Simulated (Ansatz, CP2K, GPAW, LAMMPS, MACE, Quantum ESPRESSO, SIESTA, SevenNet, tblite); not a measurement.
**tblite runs on liquid (Rb,Li,Na)Br at 1000 K (90 atoms)**

How do the settings of tblite change the result for liquid (Rb,Li,Na)Br at 1000 K (90 atoms)? A plane-wave run serves as the yardstick.

Main program and level: tblite 0.8.0; the method is named at each step.

**1. Set-up**

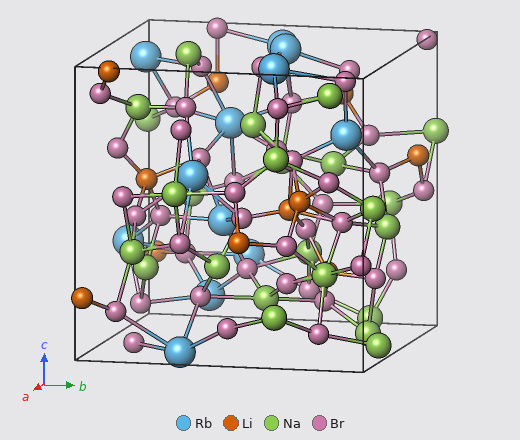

Start, viewed slightly off an axis; rubidium blue, lithium orange, sodium green, bromine pink. Bonds to atoms that aren't drawn are left out. Some periodic images of atoms are drawn too.

The cell holds 90 atoms: 12 Rb, 10 Li, 23 Na and 45 Br. Cell: a = 14.887 Å, b = 14.887 Å, c = 14.887 Å, α = 90.0°, β = 90.0°, γ = 90.0°. 90 atoms (12 Rb, 10 Li, 23 Na, 45 Br) placed at random at 2.63 g/cm³, melted at 1800 K for 10 ps at fixed volume with the Lennard-Jones and Coulomb ion parameters for SPC/E (Joung and Cheatham, J. Phys. Chem. B 112, 9020 (2008)), full charges. Snapshot at the end of a hold of 20 ps at 1000 K and fixed volume.

The yardstick, on the same geometry:

| Property | Result |
| --- | --- |
| method | Kohn-Sham DFT, PBE, PAW, plane waves (Ansatz 0.2.0); cutoff 420 eV, Γ point, fermi-dirac smearing of 0.05 eV; PAW set soft_2 |
| r.m.s. force component | 0.2726 eV/Å |
| longest force | 1.016 eV/Å |
| pressure | -0.1747 GPa |
| gap (highest filled to lowest empty level) | 2.943 eV |
| SCF cycles | 7 |
| time | 20 s on 8 threads of Arm Neoverse V2, shared host |
| CPU time | 2.5 min |

**2. IPEA1-xTB**

Method: IPEA1-xTB tight binding, diagonalisation.

run.py reads:

```python
import numpy as np
from ase.io import read
from tblite.ase import TBLite

atoms = read("structure.xyz")
atoms.calc = TBLite(method="IPEA1-xTB", electronic_temperature=580, accuracy=1.0, max_iterations=250, mixer_damping=0.4, verbosity=1)
energy = atoms.get_potential_energy()
forces = atoms.get_forces()
print(f"energy {energy:.6f} eV")
print("forces (eV/A)")
for i, (a, f) in enumerate(zip(atoms, forces)):
    print(f"{i:4d} {a.symbol:2s} {f[0]:10.5f} {f[1]:10.5f} {f[2]:10.5f}")
stress = -atoms.get_stress(voigt=False) * 160.21766
print("stress (GPa, compression positive)")
for row in stress:
    print(" ".join(f"{x:10.4f}" for x in row))
print("charges (e)")
print(np.array2string(atoms.get_charges(), precision=4, suppress_small=True, max_line_width=110, threshold=100000))
```

structure.xyz reads:

```xyz
90
Lattice="14.88690 0.00000 0.00000 0.00000 14.88690 0.00000 0.00000 0.00000 14.88690" Properties=species:S:1:pos:R:3 pbc="T T T"
Rb 0.71919 7.08572 13.99622
Rb 5.24302 8.39696 14.58484
Rb 8.35006 12.31936 10.88634
Rb 10.89900 5.05380 8.93601
Rb 11.46946 9.39378 14.61000
Rb 4.56983 5.39338 10.61719
Rb 4.53827 0.09736 4.42215
Rb 11.96103 4.66913 0.14306
Rb 6.75180 5.58125 6.03634
Rb 0.75253 5.35646 3.32990
Rb 4.07142 0.88116 13.70875
Rb 4.06264 4.16669 1.75025
Li 9.38396 9.65252 7.14601
Li 3.63523 14.83569 9.20561
Li 7.87815 1.90329 8.14864
Li 2.04308 10.52444 11.91637
Li 14.53185 1.65334 14.66092
Li 1.49405 3.93610 12.13014
Li 0.01489 0.37187 3.17210
Li 11.93155 10.83707 8.01273
Li 7.99412 11.25822 3.83174
Li 14.75872 8.41929 6.27304
Na 2.93421 7.61063 8.50742
Na 14.82854 10.26913 2.57052
Na 8.10473 1.91282 3.71488
Na 11.65882 14.56058 7.76724
Na 4.07693 9.31190 4.15062
Na 0.61126 12.58107 6.19578
Na 2.25537 11.99839 0.62168
Na 1.57235 2.58541 6.43933
Na 14.44163 10.25931 10.53457
Na 14.61477 5.07003 8.59063
Na 10.86595 6.30788 4.38747
Na 4.37332 10.65113 8.70854
Na 7.90926 8.07093 2.36925
Na 13.37692 12.77207 13.68880
Na 9.75092 1.94989 12.10752
Na 8.11798 4.12382 14.61760
Na 7.63891 14.26686 6.20441
Na 7.22149 13.15898 0.69209
Na 12.63853 2.38339 5.24242
Na 11.41915 11.99318 4.26063
Na 8.37865 7.52086 11.20269
Na 0.19502 14.86263 9.90157
Na 11.01899 14.67699 0.74047
Br 9.35627 1.61984 0.08545
Br 2.61369 2.03593 10.97016
Br 1.99127 11.87245 9.83563
Br 1.01826 14.62042 14.64603
Br 4.01797 11.38788 13.42128
Br 2.37535 5.03445 7.23384
Br 13.39523 5.03862 5.88717
Br 9.93433 9.66502 3.49291
Br 9.95874 12.53120 6.71622
Br 8.49714 8.01273 14.17456
Br 9.07892 0.71159 9.86987
[... 30 atom lines left out ...]
Br 7.28848 4.50016 9.21261
Br 1.82513 2.35139 3.46716
Br 14.28785 5.31939 11.79921
Br 13.31261 10.51417 5.95759
```

Started as:

```sh
> OMP_NUM_THREADS=1 python run.py > output.txt
```

Output:

```text
------------------------------------------------------------
  cycle        total energy    energy error   density error
------------------------------------------------------------
      1     -192.2910301109  -1.9212339E+02   5.4145601E-01
      2     -193.5562300418  -1.2651999E+00   3.2266242E-01
      3     -193.8800361597  -3.2380612E-01   2.2628956E-01
      4     -195.1103564808  -1.2303203E+00   6.9386188E-02
      5     -195.2026043616  -9.2247881E-02   5.3463565E-02
      6     -195.1286397062   7.3964655E-02   6.0224530E-02
      7     -195.1173059937   1.1333712E-02   6.1708771E-02
      8     -195.2838057876  -1.6649979E-01   3.3016854E-02
      9     -195.2328708512   5.0934936E-02   4.2393637E-02
     10     -194.9361135251   2.9675733E-01   8.0469487E-02
     11     -195.2913772448  -3.5526372E-01   3.0883587E-02
     12     -195.3310090497  -3.9631805E-02   1.7517779E-02
     13     -195.3335667810  -2.5577314E-03   1.6867208E-02
     14     -195.3417526439  -8.1858629E-03   1.2206481E-02
     15     -195.3481614268  -6.4087829E-03   7.2843333E-03
     16     -195.3491628797  -1.0014529E-03   5.9943802E-03
     17     -195.3508880798  -1.7252001E-03   3.3142630E-03
     18     -195.3507141894   1.7389042E-04   3.4560531E-03
     19     -195.3511830843  -4.6889484E-04   2.4263628E-03
     20     -195.3514592195  -2.7613526E-04   1.2341759E-03
     21     -195.3514306547   2.8564775E-05   1.3293168E-03
     22     -195.3515105974  -7.9942654E-05   8.2552861E-04
     23     -195.3515485765  -3.7979117E-05   2.8406958E-04
     24     -195.3515509704  -2.3939153E-06   2.0136465E-04
     25     -195.3515522089  -1.2385155E-06   1.4241168E-04
     26     -195.3515526284  -4.1945799E-07   1.1703451E-04
     27     -195.3515532052  -5.7682618E-07   7.3125228E-05
     28     -195.3515534537  -2.4843712E-07   4.1187348E-05
     29     -195.3515535336  -7.9959079E-08   2.2833794E-05
     30     -195.3515535480  -1.4420721E-08   1.5915944E-05
------------------------------------------------------------
 total:                                   4.495 sec
energy -5315.786534 eV
forces (eV/A)
   0 Rb    0.10596    0.36798    0.24329
   1 Rb   -0.33680   -0.07442    0.00489
   2 Rb   -0.43369    0.41150   -0.27592
   3 Rb    0.15799   -0.34060   -0.12596
   4 Rb   -0.04794    0.28653    0.08256
   5 Rb   -0.23097   -0.31951    0.05178
   6 Rb   -0.48401   -0.29673   -0.09068
   7 Rb    0.11250   -0.42996    0.05028
   8 Rb    0.51254    0.00798    0.76245
   9 Rb   -0.41567    0.39960    0.14720
  10 Rb   -0.29553   -0.02992   -0.27103
  11 Rb    0.50515   -0.30388   -0.20697
  12 Li   -0.34167    0.52167   -0.02782
  13 Li    0.01357   -0.21753    0.22414
  14 Li    0.06528    0.68711   -0.39074
  15 Li    0.56417   -0.06935    0.18948
  16 Li   -0.37901    0.48063    0.36378
  17 Li   -0.15420    0.06148    0.22531
  18 Li    0.62174   -0.17116    0.23607
  19 Li   -0.42289    0.25668    0.13124
  20 Li   -0.27176   -0.17107   -0.12223
  21 Li   -0.08035    0.14358    0.29254
  22 Na   -0.25234    0.17964   -0.14706
  23 Na   -0.24224    0.04737    0.02241
[...]
82 Br    0.42145   -0.04181    0.36564
  83 Br    0.39346   -0.50052   -0.53156
  84 Br   -0.30567   -0.10498    0.29590
  85 Br   -0.29973    0.22128   -0.12705
  86 Br    0.47639   -0.45514   -0.26834
  87 Br   -0.07379   -0.45933    0.32835
  88 Br    0.03768   -0.48126   -0.41268
  89 Br    0.10912   -0.09239   -0.30112
stress (GPa, compression positive)
   -2.6645    -0.1569     0.2613
   -0.1569    -3.0818    -0.1163
    0.2613    -0.1163    -2.4770
charges (e)
[-0.0415  0.0353  0.0362  0.0755  0.0603  0.0066  0.0424  0.0499  0.0621 -0.0055  0.0271  0.0119  0.2422
  0.2727  0.2446  0.2374  0.2426  0.2823  0.2328  0.2471  0.2304  0.2532  0.3461  0.3539  0.3775  0.338
  0.3377  0.3446  0.3426  0.3422  0.295   0.3387  0.3398  0.3333  0.3449  0.3734  0.3292  0.3548  0.3196
  0.3398  0.3521  0.3257  0.3324  0.3472  0.342  -0.2502 -0.2013 -0.2466 -0.2311 -0.2387 -0.256  -0.2388
 -0.2424 -0.2346 -0.2417 -0.2306 -0.2331 -0.2331 -0.2334 -0.2516 -0.2411 -0.1915 -0.2557 -0.2405 -0.247
 -0.2496 -0.2372 -0.2429 -0.2431 -0.2227 -0.2281 -0.239  -0.2338 -0.248  -0.248  -0.2444 -0.2538 -0.2315
 -0.2426 -0.2316 -0.2468 -0.2365 -0.2414 -0.2262 -0.2492 -0.2397 -0.2311 -0.2364 -0.2293 -0.2243]
```

Wall time 5 s (1 thread of Arm Neoverse V2, shared host); peak memory 0.17 GiB.

Banners, paths, timers and routine set-up lines are dropped from the logs unmarked, and long logs keep their key lines alone; longer cuts are marked.

Against the reference:

* r.m.s. force component: 0.2759 eV/Å
* r.m.s. difference of force components: 138.1 meV/Å
* longest difference of force vectors: 563.2 meV/Å
* force difference over r.m.s. force: 50.65 %
* slope of forces against the reference's: 0.8837
* correlation of force components: 0.8733
* pressure: -2.741 GPa
* pressure difference: -2.566 GPa

Length of the force difference by element (eV/Å):

```
element  atoms  mean  most
     Br     45  0.21  0.45
     Li     10  0.38  0.56
     Na     23  0.15  0.35
     Rb     12  0.20  0.32
```

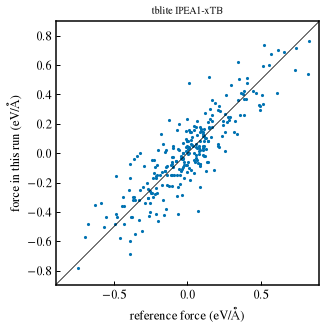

Force components against those of the reference; the line marks equality.

The surroundings of Br59, picked at random, nearest first, numbered as they follow in the input and with coordinates relative to it.

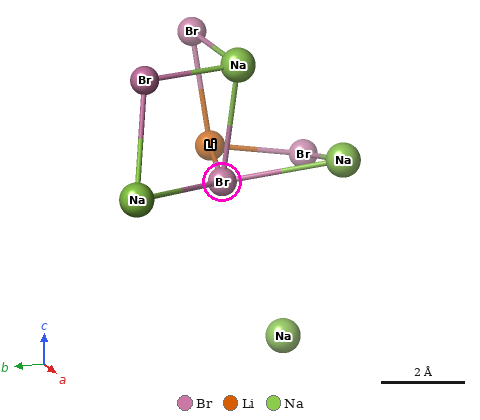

The atoms of the table, within 4.2 Å (arrows a, b, c point along x, y, z); some may hide others; the central atom is ringed.

```
atom      x      y      z  distance (Å)  Mulliken charge (e)     Fx     Fy  Fz (eV/Å)
Br59   0.00   0.00   0.00          0.00                -0.23  -0.23   0.07       0.13
Li17   1.85   0.92   1.45          2.52                 0.24  -0.38   0.48       0.36
Na36   0.69  -2.85   0.48          2.97                 0.37   0.00   0.41       0.14
Na45  -1.67  -0.95   2.42          3.08                 0.34   0.70  -0.58       0.05
Na37  -2.93   1.21  -1.10          3.36                 0.33   0.32  -0.48       0.36
Br49   3.22  -1.00   1.44          3.67                -0.23   0.21  -0.60      -0.05
Br46  -3.33   0.88   1.76          3.87                -0.25  -0.35   0.60      -0.11
Br70   0.38   0.90   3.93          4.05                -0.22  -0.21   0.42      -0.69
Na44   2.40  -0.76  -3.31          4.16                 0.35   0.20  -0.06      -0.32
```

Atoms are counted from 1 here, from 0 in the log.

Forces lie 51 % from the reference's, at 0.033 times its CPU time (on 1 against 8 cores).

**3. GFN1-xTB**

Method: GFN1-xTB tight binding, diagonalisation.

Edit run.py of step 2 so:

```diff
@@ -5,3 +5,3 @@
 atoms = read("structure.xyz")
-atoms.calc = TBLite(method="IPEA1-xTB", electronic_temperature=580, accuracy=1.0, max_iterations=250, mixer_damping=0.4, verbosity=1)
+atoms.calc = TBLite(method="GFN1-xTB", electronic_temperature=580, accuracy=1.0, max_iterations=250, mixer_damping=0.4, verbosity=1)
 energy = atoms.get_potential_energy()
```

structure.xyz is that of step 2.

Output:

```text
------------------------------------------------------------
  cycle        total energy    energy error   density error
------------------------------------------------------------
      1     -192.6435273090  -1.9245041E+02   5.4127720E-01
      2     -143.6263608720   4.9017166E+01   4.2920796E-01
      3     -72.89963094117   7.0726730E+01   5.8646085E-01
[...]
19     -194.1236903593  -2.8815010E-06   8.9934452E-06
     20     -194.1236903372   2.2102313E-08   8.1657108E-06
------------------------------------------------------------
 total:                                   3.767 sec
energy -5282.374674 eV
forces (eV/A)
   0 Rb    0.15511    0.31451    0.29920
   1 Rb   -0.21758   -0.15918   -0.09827
   2 Rb   -0.39184    0.34917   -0.17479
[...]
88 Br    0.09997   -0.41800   -0.45183
  89 Br    0.13923   -0.19646   -0.31688
stress (GPa, compression positive)
   -1.7675    -0.1330     0.1898
   -0.1330    -2.1048    -0.1381
    0.1898    -0.1381    -1.6142
charges (e)
[ 0.4691  0.4513  0.4699  0.4648  0.4606  0.4571  0.4777  0.4545  0.4586  0.466   0.4737  0.4593  0.0772
  0.0588  0.0032 -0.0195  0.057   0.052   0.0348  0.0834  0.0003  0.0298  0.4765  0.4744  0.4708  0.4956
  0.4629  0.507   0.4749  0.4806  0.507   0.4726  0.4659  0.49    0.4642  0.4867  0.4654  0.4299  0.5071
  0.453   0.4692  0.5076  0.4519  0.5025  0.467  -0.4297 -0.302  -0.3398 -0.3411 -0.3759 -0.4192 -0.4006
 -0.3537 -0.3365 -0.4336 -0.3473 -0.3473 -0.3389 -0.3651 -0.4298 -0.3632 -0.3146 -0.4201 -0.4288 -0.4231
 -0.349  -0.3635 -0.4384 -0.4287 -0.3296 -0.3657 -0.3446 -0.3708 -0.3853 -0.4263 -0.3625 -0.4166 -0.3281
 -0.4237 -0.3656 -0.3822 -0.3788 -0.427  -0.3309 -0.3754 -0.4085 -0.3791 -0.3755 -0.3559 -0.3003]
```

Wall time 4.3 s (1 thread); peak memory 0.17 GiB.

Compared with the plane-wave run:

```yaml
r_m_s_force_component: 0.2403 eV/Å
r_m_s_difference_of_force_components: 88.03 meV/Å
longest_difference_of_force_vectors: 348.3 meV/Å
force_difference_over_r_m_s_force: 32.29 %
slope_of_forces_against_the_reference_s: 0.8362
correlation_of_force_components: 0.9488
pressure: -1.829 GPa
pressure_difference: -1.654 GPa
```

Against the first run (51 %), the force difference from the reference is 32 %, at 0.85 times the CPU time (20 SCF steps against 30).

**4. Side by side**

Differences are against the plane-wave reference, forces as r.m.s. over components; share is that over the reference's r.m.s. force, slope the least-squares factor from reference forces to these. Total energies of different programs have different zeros and aren't compared.

```
             run  Δ force, r.m.s. (meV/Å)  share (%)  slope  Δ pressure (GPa)  cores  CPU time  memory (GiB)
       reference                        -          -      -                 -      8   2.5 min           3.9
tblite IPEA1-xTB                      138       50.6  0.884             -2.57      1       5 s          0.17
 tblite GFN1-xTB                     88.0       32.3  0.836             -1.65      1     4.3 s          0.17
```

CPU time is summed over cores on a shared host, where runs went side by side, so it is rough. Symmetry, cutoffs, thresholds, outputs and thread counts weren't matched or tuned between programs; memory under MPI is the largest rank's times the ranks.

Mean charges by element (e), by run and scheme:

```
             run    scheme     Rb     Li     Na     Br
       reference    Löwdin  +0.76  +0.64  +0.68  -0.64
tblite IPEA1-xTB  Mulliken  +0.03  +0.25  +0.34  -0.24
 tblite GFN1-xTB  Mulliken  +0.46  +0.04  +0.48  -0.38
```

The reference's Löwdin charges lack the electrons that the projection spills, 0.025 e an atom on average.

**5. Results**

```
nearest in forces : tblite GFN1-xTB, 32 %
its CPU time      : 4.3 s
```

Tight binding differs by 32 % (tblite GFN1-xTB) to 51 % (tblite IPEA1-xTB); it is another model, with fitted parameters of its own, and the xTB methods hold dispersion. IPEA1-xTB was fitted to ionisation energies and electron affinities, not to forces or charges. Of the electronic-structure runs that take under half the reference's CPU time, tblite GFN1-xTB comes nearest, at 32 % in 4.3 s against 2.5 min; its pressure misses by -1.7 GPa. Charges hang on model, scheme and program or settings: among these rows the mean for Rb runs from +0.03 to +0.76 e. Periodic xTB results under one method name differ between programs and library versions. The frame stands for 1000 K, but pressures are static and levels are smeared at 580 K. The network of bonds at the start is that of the classical potential that made the cell, and needn't be the one that DFT or experiment would give. The ion parameters were fitted for water, not for melts, so the starting structure of this cell may lie well off the real melt's. The electronic-structure runs sample only Γ, in a cell whose shortest periodic width is 15 Å.

[Also dropped from logs without a mark: logging warnings of Python, and SIESTA's first energy breakdown and zero terms.]

[Logs are printed without paths, hosts, clocks, repeated set-up lines and the standing remarks that a program may print on its own settings, such as how far it seeks lower states.]

[Hosts, paths, dates, database ids (printed as entryN), source tags and the programs' standing remarks are cut or masked in the printed files.]
